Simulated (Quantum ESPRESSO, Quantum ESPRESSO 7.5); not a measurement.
**Sr(111), 5 layers: parallel layout and speed**

Aim: which layout of ranks, pools and threads brings Sr(111), 5 layers to self-consistency fastest, and whether the result stays the same.

Program: Quantum ESPRESSO 7.5. Level of theory: plane-wave DFT, PBE, PseudoDojo norm-conserving pseudopotentials. Results are calculated unless marked as measured.

## Step 1: The structure

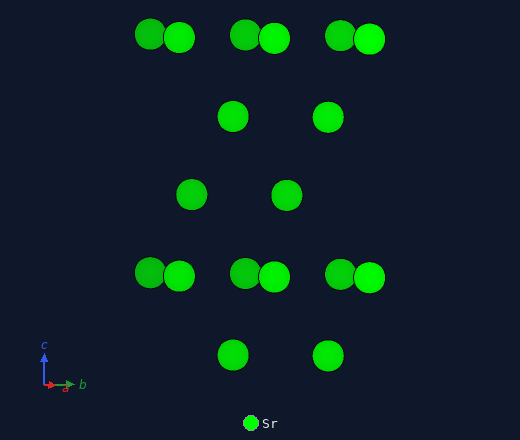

Start, viewed from the side, with the c axis up; strontium green. 1×2×1 cells are drawn. Some periodic images of atoms are drawn too.

The cell holds 5 atoms: 5 Sr. Cell: a = 4.299 Å, b = 4.299 Å, c = 30.041 Å, α = 90.0°, β = 90.0°, γ = 60.0°. It derives from Sr. Vacuum lies along c.

## Step 2: Self-consistent run: 4 ranks, 4 pools, 1 thread a rank

The first run is the reference of the series.

c0.in reads:

```
&control
  prefix = 'c0'
  outdir = './out'
  pseudo_dir = './pseudo'
  calculation = 'scf'
  tprnfor = .true.
/
&system
  ibrav = 0
  nat = 5
  ntyp = 1
  ecutwfc = 56
  ecutrho = 224
  occupations = 'smearing'
  smearing = 'mv'
  degauss = 0.02
  assume_isolated = 'esm'
  esm_bc = 'bc1'
/
&electrons
  conv_thr = 1e-07
  mixing_beta = 0.4
  electron_maxstep = 120
  mixing_mode = 'local-TF'
/
ATOMIC_SPECIES
  Sr  87.6200  Sr.dojo-sr-pbe-0.4.1-standard.upf
CELL_PARAMETERS angstrom
  4.29920922961421 0.00000000000000 0.00000000000000
  2.14960461480710 3.72322440903043 0.00000000000000
  0.00000000000000 0.00000000000000 30.04115854669170
ATOMIC_POSITIONS crystal
  Sr  0.666666666700 0.666666666700 -0.233698685836
  Sr  0.000000000000 0.000000000000 -0.116849342918
  Sr  0.333333333300 0.333333333300 0.000000000000
  Sr  0.666666666700 0.666666666700 0.116849342918
  Sr  0.000000000000 0.000000000000 0.233698685836
K_POINTS automatic
  6 6 1 0 0 0
```

Command:

```
OMP_NUM_THREADS=1 mpirun -n 4 pw.x -nk 4 -in c0.in > c0.out
```

The program printed:

```text
Program PWSCF v.7.5 starts
[citation notice left out]

     Parallel version (MPI & OpenMP), running on       4 processor cores
     Number of MPI processes:                 4
     Threads/MPI process:                     1

     MPI processes distributed on     1 nodes
[...]
Current dimensions of program PWSCF are:
     Max number of different atomic species (ntypx) = 10
     Max number of k-points (npk) =  40000
     Max angular momentum in pseudopotentials (lmaxx) =  4
     Message from routine setup:
     using ibrav=0 with symmetry is DISCOURAGED, use correct ibrav instead

     K-points division:     npool     =       4
     Subspace diagonalization in iterative solution of the eigenvalue problem:
     a serial algorithm will be used

     G-vector sticks info
     --------------------
     sticks:   dense  smooth     PW     G-vecs:    dense   smooth      PW
     Sum        1027    1027    295               184081   184081   28363

     Using Slab Decomposition

     bravais-lattice index     =            0
     lattice parameter (alat)  =       8.1243  a.u.
     unit-cell volume          =    3245.0476 (a.u.)^3
     number of atoms/cell      =            5
     number of atomic types    =            1
     number of electrons       =        50.00
     number of Kohn-Sham states=           30
     kinetic-energy cutoff     =      56.0000  Ry
     charge density cutoff     =     224.0000  Ry
     scf convergence threshold =      1.0E-07
     mixing beta               =       0.4000
     number of iterations used =            8  local-TF  mixing
     Exchange-correlation= PBE
                           (   1   4   3   4   0   0   0)

     Effective Screening Medium Method
     =================================
     Boundary Conditions: Vacuum-Slab-Vacuum
     total charge in unit cell        =   0.0000
     grid points for fit at edges     =        4

     celldm(1)=   8.124328  celldm(2)=   0.000000  celldm(3)=   0.000000
     celldm(4)=   0.000000  celldm(5)=   0.000000  celldm(6)=   0.000000

     crystal axes: (cart. coord. in units of alat)
               a(1) = (   1.000000   0.000000   0.000000 )
               a(2) = (   0.500000   0.866025   0.000000 )
               a(3) = (   0.000000   0.000000   6.987601 )

     reciprocal axes: (cart. coord. in units 2 pi/alat)
               b(1) = (  1.000000 -0.577350  0.000000 )
               b(2) = (  0.000000  1.154701  0.000000 )
               b(3) = (  0.000000  0.000000  0.143111 )

     PseudoPot. # 1 for Sr read from file:
     ./pseudo/Sr.dojo-sr-pbe-0.4.1-standard.upf
     Pseudo is Norm-conserving + core correction, Zval = 10.0
     Generated using ONCVPSP code by D. R. Hamann
     Using radial grid of 1834 points,  6 beta functions with:
                l(1) =   0
                l(2) =   0
                l(3) =   1
                l(4) =   1
                l(5) =   2
                l(6) =   2

     atomic species   valence    mass     pseudopotential
     Sr               10.00    87.62000     Sr( 1.00)

     12 Sym. Ops., with inversion, found ( 6 have fractional translation)

   Cartesian axes

     site n.     atom                  positions (alat units)
         1        Sr     tau(   1) = (   1.0000000   0.5773503  -1.6329932  )
         2        Sr     tau(   2) = (   0.0000000   0.0000000  -0.8164966  )
         3        Sr     tau(   3) = (   0.5000000   0.2886751   0.0000000  )
         4        Sr     tau(   4) = (   1.0000000   0.5773503   0.8164966  )
         5        Sr     tau(   5) = (   0.0000000   0.0000000   1.6329932  )

     number of k points=     7  Marzari-Vanderbilt smearing, width (Ry)=  0.0200
                       cart. coord. in units 2pi/alat
        k(    1) = (   0.0000000   0.0000000   0.0000000), wk =   0.0555556
        k(    2) = (   0.0000000   0.1924501   0.0000000), wk =   0.3333333
        k(    3) = (   0.0000000   0.3849002   0.0000000), wk =   0.3333333
        k(    4) = (   0.0000000  -0.5773503   0.0000000), wk =   0.1666667
        k(    5) = (   0.1666667   0.2886751   0.0000000), wk =   0.3333333
        k(    6) = (   0.1666667  -0.6735753   0.0000000), wk =   0.6666667
        k(    7) = (   0.3333333  -0.5773503   0.0000000), wk =   0.1111111

     Dense  grid:   184081 G-vectors     FFT dimensions: (  45,  45, 288)

     Estimated max dynamical RAM per process >     261.15 MB

     Estimated total dynamical RAM >     909.77 MB

     Initial potential from superposition of free atoms

     starting charge      49.9583, renormalised to      50.0000

     negative rho (up, down):  8.971E-05 0.000E+00
     Starting wfcs are   25 randomized atomic wfcs +    5 random wfcs

     total cpu time spent up to now is        1.3 secs

     per-process dynamical memory:   150.1 Mb

     Self-consistent Calculation

     iteration #  1     ecut=    56.00 Ry     beta= 0.40
     Davidson diagonalization with overlap
     ethr =  1.00E-02,  avg # of iterations = 16.3

     Threshold (ethr) on eigenvalues was too large:
     Diagonalizing with lowered threshold

     Davidson diagonalization with overlap
     ethr =  1.29E-04,  avg # of iterations = 28.6

     total cpu time spent up to now is       17.8 secs

     total energy              =    -342.29277440 Ry
     estimated scf accuracy    <       0.51976722 Ry

     iteration #  2     ecut=    56.00 Ry     beta= 0.40
[...]
total energy              =    -342.25227788 Ry
     estimated scf accuracy    <       0.33461322 Ry

     iteration #  3     ecut=    56.00 Ry     beta= 0.40
[...]
total energy              =    -342.26475007 Ry
     estimated scf accuracy    <       0.02149228 Ry

     iteration #  4     ecut=    56.00 Ry     beta= 0.40
[...]
c_bands:  1 eigenvalues not converged
[...]
total energy              =    -342.28132331 Ry
     estimated scf accuracy    <       0.06841650 Ry

     iteration #  5     ecut=    56.00 Ry     beta= 0.40
[...]
total energy              =    -342.28353039 Ry
     estimated scf accuracy    <       0.00978173 Ry

     iteration #  6     ecut=    56.00 Ry     beta= 0.40
[...]
c_bands:  1 eigenvalues not converged
[...]
total energy              =    -342.28172333 Ry
     estimated scf accuracy    <       0.00952929 Ry

     iteration #  7     ecut=    56.00 Ry     beta= 0.40
[...]
c_bands:  1 eigenvalues not converged
[...]
total energy              =    -342.28279316 Ry
     estimated scf accuracy    <       0.00852523 Ry

     iteration #  8     ecut=    56.00 Ry     beta= 0.40
[...]
negative rho (up, down):  5.475E-05 0.000E+00

[...]
total energy              =    -342.28168181 Ry
     estimated scf accuracy    <       0.00372777 Ry

     iteration #  9     ecut=    56.00 Ry     beta= 0.40
[...]
c_bands:  1 eigenvalues not converged
     c_bands:  3 eigenvalues not converged
[...]
total energy              =    -342.28272979 Ry
     estimated scf accuracy    <       0.00040931 Ry

     iteration # 10     ecut=    56.00 Ry     beta= 0.40
[...]
c_bands:  4 eigenvalues not converged
[...]
total energy              =    -342.28312224 Ry
     estimated scf accuracy    <       0.00184283 Ry

     iteration # 11     ecut=    56.00 Ry     beta= 0.40
[...]
c_bands:  1 eigenvalues not converged
[...]
total energy              =    -342.28246361 Ry
     estimated scf accuracy    <       0.00049315 Ry

     iteration # 12     ecut=    56.00 Ry     beta= 0.40
[...]
total energy              =    -342.28205299 Ry
     estimated scf accuracy    <       0.00023207 Ry

     iteration # 13     ecut=    56.00 Ry     beta= 0.40
[...]
total energy              =    -342.28194959 Ry
     estimated scf accuracy    <       0.00001046 Ry

     iteration # 14     ecut=    56.00 Ry     beta= 0.40
[...]
c_bands:  1 eigenvalues not converged
     c_bands:  3 eigenvalues not converged
[...]
total energy              =    -342.28203558 Ry
     estimated scf accuracy    <       0.00014950 Ry

     iteration # 15     ecut=    56.00 Ry     beta= 0.40
[...]
total energy              =    -342.28201365 Ry
     estimated scf accuracy    <       0.00014123 Ry

     iteration # 16     ecut=    56.00 Ry     beta= 0.40
[...]
total energy              =    -342.28185866 Ry
     estimated scf accuracy    <       0.00000870 Ry

     iteration # 17     ecut=    56.00 Ry     beta= 0.40
[...]
negative rho (up, down):  4.793E-05 0.000E+00

[...]
total energy              =    -342.28180360 Ry
     estimated scf accuracy    <       0.00000310 Ry

     iteration # 18     ecut=    56.00 Ry     beta= 0.40
[...]
total energy              =    -342.28182802 Ry
     estimated scf accuracy    <       0.00000330 Ry

     iteration # 19     ecut=    56.00 Ry     beta= 0.40
[...]
total energy              =    -342.28183061 Ry
     estimated scf accuracy    <       0.00000084 Ry

     iteration # 20     ecut=    56.00 Ry     beta= 0.40
[...]
End of self-consistent calculation

          k = 0.0000 0.0000 0.0000 ( 23115 PWs)   bands (ev):

   -39.6743 -39.6743 -39.3245 -39.3141 -39.3122 -21.7078 -21.7077 -21.5436
   -21.5436 -21.5436 -21.5436 -21.3690 -21.3004 -21.2413 -21.2326 -21.2326
   -21.2176 -21.2176 -21.2125 -21.2125  -6.2038  -5.9040  -5.4034  -4.7660
    -4.1308  -2.6429  -2.4007  -2.0229  -1.5933  -1.0672

          k = 0.0000 0.1925 0.0000 ( 23013 PWs)   bands (ev):

   -39.6722 -39.6722 -39.3221 -39.3120 -39.3105 -21.7024 -21.7024 -21.5783
   -21.5783 -21.5518 -21.5518 -21.3588 -21.3037 -21.2636 -21.2567 -21.2456
   -21.2425 -21.2354 -21.2259 -21.2191  -5.8247  -5.5330  -5.0416  -4.4088
    -3.7634  -2.6180  -2.2920  -1.9327  -1.5819  -1.2003

          k = 0.0000 0.3849 0.0000 ( 22935 PWs)   bands (ev):

   -39.6681 -39.6681 -39.3171 -39.3079 -39.3071 -21.6920 -21.6919 -21.6464
   -21.6464 -21.5681 -21.5681 -21.3497 -21.3487 -21.3200 -21.3017 -21.2739
   -21.2615 -21.2481 -21.2423 -21.2330  -4.8123  -4.5616  -4.1312  -3.5700
    -2.9759  -2.5535  -2.2087  -2.0686  -1.9926  -1.8071

          k = 0.0000-0.5774 0.0000 ( 22978 PWs)   bands (ev):

   -39.6661 -39.6661 -39.3146 -39.3058 -39.3055 -21.6869 -21.6869 -21.6799
   -21.6799 -21.5763 -21.5763 -21.3811 -21.3673 -21.3534 -21.2885 -21.2837
   -21.2709 -21.2558 -21.2505 -21.2401  -3.7395  -3.5834  -3.4002  -3.3049
    -3.2927  -2.6244  -2.5085  -2.3485  -2.3062  -2.0693

          k = 0.1667 0.2887 0.0000 ( 22978 PWs)   bands (ev):

   -39.6691 -39.6691 -39.3184 -39.3089 -39.3080 -21.6946 -21.6945 -21.6231
   -21.6231 -21.5707 -21.5707 -21.3462 -21.3272 -21.2972 -21.2969 -21.2712
   -21.2571 -21.2487 -21.2432 -21.2351  -5.1211  -4.8514  -4.3887  -3.7826
    -3.1432  -2.5408  -2.1103  -1.9410  -1.8195  -1.7084

          k = 0.1667-0.6736 0.0000 ( 22930 PWs)   bands (ev):

   -39.6661 -39.6661 -39.3146 -39.3058 -39.3055 -21.6867 -21.6867 -21.6626
   -21.6626 -21.5942 -21.5941 -21.3634 -21.3533 -21.3366 -21.3037 -21.2811
   -21.2749 -21.2713 -21.2587 -21.2496  -3.9429  -3.7447  -3.4041  -2.9956
    -2.7038  -2.5562  -2.3864  -2.2558  -2.1386  -2.0474

[...]
the Fermi energy is    -2.6799 ev

!    total energy              =    -342.28182943 Ry
     estimated scf accuracy    <       0.00000008 Ry
     smearing contrib. (-TS)   =      -0.00533190 Ry
     internal energy E=F+TS    =    -342.27649753 Ry

     The total energy is F=E-TS. E is the sum of the following terms:
     one-electron contribution =    5853.18448056 Ry
     hartree contribution      =   -2935.75537186 Ry
     xc contribution           =     -83.02053739 Ry
     ewald contribution        =   -3176.68506884 Ry

     convergence has been achieved in  20 iterations

     Forces acting on atoms (cartesian axes, Ry/au):

     atom    1 type  1   force =     0.00000000    0.00000000    0.00266937
     atom    2 type  1   force =     0.00000000   -0.00000000   -0.00143838
     atom    3 type  1   force =    -0.00000000    0.00000000    0.00000000
     atom    4 type  1   force =     0.00000000    0.00000000    0.00143838
     atom    5 type  1   force =     0.00000000    0.00000000   -0.00266937

     Total force =     0.004288     Total SCF correction =     0.000114

[...]
=------------------------------------------------------------------------------=
   JOB DONE.
=------------------------------------------------------------------------------=
[...]
```

Run time: 2.1 min. Hardware: 4 MPI ranks of Arm Neoverse V2, shared host; peak memory 0.98 GiB; 8.4 min of CPU time.

Read from the output:

```
free energy                                                    : -4656.9815 eV
Fermi energy                                                   : -2.680 eV
vacuum line at the lower end of the cell, over the Fermi level : 2.680 eV
vacuum line at the upper end of the cell, over the Fermi level : 2.680 eV
```

The potential energy, planar mean oscillates, so the rows of the table below give means over windows of 3.45 Å about each position, cut where the curve ends. Its maxima inside the range that stand out by 2 % of the span (Å: eV): -5.2: 1.61, -1.8: 1.65, 1.8: 1.65, 5.2: 1.61. Its minima: -7.0: -15.8, -3.5: -15.7, 0.0: -15.8, 3.5: -15.7, 7.0: -15.8.

Electrostatic potential energy of an electron; zero at the Fermi level. Potential energy, planar mean against z; means over each step:

```tsv
z (Å)	potential energy, planar mean (eV)
-13.29	2.68
-9.84	2.09
-6.39	-4.28
-2.94	-4.15
0.51	-4.15
3.96	-4.16
7.41	-4.35
10.86	2.57
14.31	2.68
```

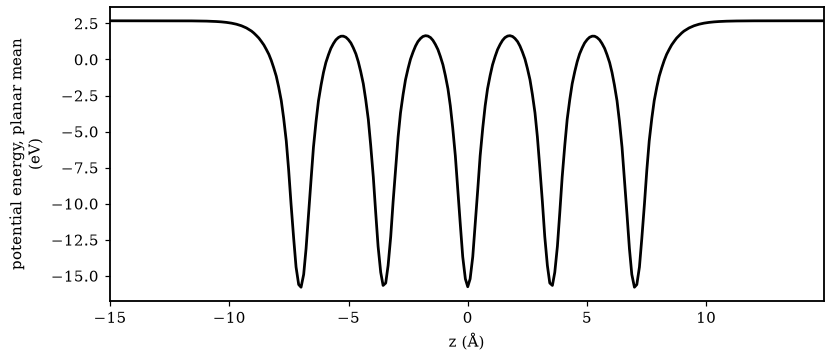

Potential energy, planar mean against z.

The program's own clock; routines nest. Time by routine:

```tsv
routine	wall time (s)	calls
PWSCF	125.8	1
electrons	123.9	1
c_bands	94.49	21
cegterg	55.21	42
h_psi	46.06	479
fftw	40.78	9766
vloc_psi	38.81	479
mix_rho	17.86	21
ffts	11.65	1514
sum_band	7.18	21
v_of_rho	3.88	21
add_vuspsi	3.66	479
calbec	3.64	487
h_psi:calbec	3.47	479
```

The vacuum levels are read from the outermost 0.7 Å of the cell on either side.

The run needed 20 iterations to bring the estimated error under 1e-07 Ry; the largest force on any atom, held or free, is 0.07 eV/Å.

Inside the slab this potential holds the local part of the pseudopotentials, which can be repulsive at the nuclei; only its value in the vacuum has a meaning of its own.

## Step 3: SCF with pw.x: 4 ranks, 2 pools, 1 thread a rank

c1.in is the input of step 2 with these lines changed:

```diff
@@ -1,3 +1,3 @@
 &control
-  prefix = 'c0'
+  prefix = 'c1'
   outdir = './out'
```

Command:

```
OMP_NUM_THREADS=1 mpirun -n 4 pw.x -nk 2 -in c1.in > c1.out
```

The program printed:

```text
[banner, memory and clock lines left out]
Program PWSCF v.7.5 starts
[...]
Message from routine setup:
[...]
number of electrons       =        50.00
     number of Kohn-Sham states=           30
     kinetic-energy cutoff     =      56.0000  Ry
     charge density cutoff     =     224.0000  Ry
[...]
number of k points=     7  Marzari-Vanderbilt smearing, width (Ry)=  0.0200
[...]
Dense  grid:   184081 G-vectors     FFT dimensions: (  45,  45, 288)
[...]
negative rho (up, down):  8.971E-05 0.000E+00
     Starting wfcs are   25 randomized atomic wfcs +    5 random wfcs
[...]
estimated scf accuracy    <       0.51527118 Ry
[...]
estimated scf accuracy    <       0.33431742 Ry
[...]
estimated scf accuracy    <       0.01985491 Ry
[...]
estimated scf accuracy    <       0.04889871 Ry
[...]
estimated scf accuracy    <       0.00944397 Ry
[...]
estimated scf accuracy    <       0.01099979 Ry
[...]
estimated scf accuracy    <       0.00770519 Ry
[...]
estimated scf accuracy    <       0.00376506 Ry
[...]
negative rho (up, down):  1.837E-05 0.000E+00
[...]
estimated scf accuracy    <       0.00063966 Ry
[...]
estimated scf accuracy    <       0.00078688 Ry
[...]
estimated scf accuracy    <       0.00048642 Ry
[...]
estimated scf accuracy    <       0.00047319 Ry
[...]
estimated scf accuracy    <       0.00008822 Ry
[...]
estimated scf accuracy    <       0.00005304 Ry
[...]
estimated scf accuracy    <       0.00001585 Ry
[...]
estimated scf accuracy    <       0.00002019 Ry
[...]
estimated scf accuracy    <       0.00000160 Ry
[...]
estimated scf accuracy    <       0.00000057 Ry
[...]
estimated scf accuracy    <       0.00000018 Ry
[...]
the Fermi energy is    -2.6773 ev
!    total energy              =    -342.28182976 Ry
     estimated scf accuracy    <       0.00000006 Ry
     smearing contrib. (-TS)   =      -0.00533421 Ry
     internal energy E=F+TS    =    -342.27649555 Ry
[...]
one-electron contribution =    5853.18971214 Ry
     hartree contribution      =   -2935.76054603 Ry
     xc contribution           =     -83.02059281 Ry
     ewald contribution        =   -3176.68506884 Ry
     convergence has been achieved in  20 iterations
[...]
Total force =     0.004245     Total SCF correction =     0.000863
[...]
```

Elapsed: 1.8 min, on 4 MPI ranks; peak memory 0.64 GiB.

Read from the output:

- Fermi energy: -2.677 eV
- vacuum line at the lower end of the cell, over the Fermi level: 2.677 eV
- vacuum line at the upper end of the cell, over the Fermi level: 2.677 eV

The program's own clock; routines nest. Time by routine:

```tsv
routine	wall time (s)	calls
PWSCF	109.7	1
electrons	108.1	1
c_bands	90.64	21
cegterg	67.71	86
h_psi	56.99	1072
fftw	51.24	20946
vloc_psi	48.94	1072
mix_rho	7.91	21
sum_band	7.43	21
ffts	4.88	1488
calbec	4.07	1088
add_vuspsi	4.01	1072
h_psi:calbec	3.9	1072
v_of_rho	1.92	21
```

Counted from each run's own zero (the Fermi level), the vacuum level differs from the first run's by -3 meV.

(Part 1 of 3 ends here.)

[Logs are printed without paths, hosts, clocks, repeated set-up lines and the standing remarks that a program may print on its own settings, such as how far it seeks lower states.]

[Hosts, paths, dates, database ids (printed as entryN), source tags and the programs' standing remarks are cut or masked in the printed files.]

[Maps of the electrostatic potential energy from Ansatz leave out the sawtooth potential of an applied field or a dipole correction, so their vacuum need not be flat; planar profiles and work functions include it.]
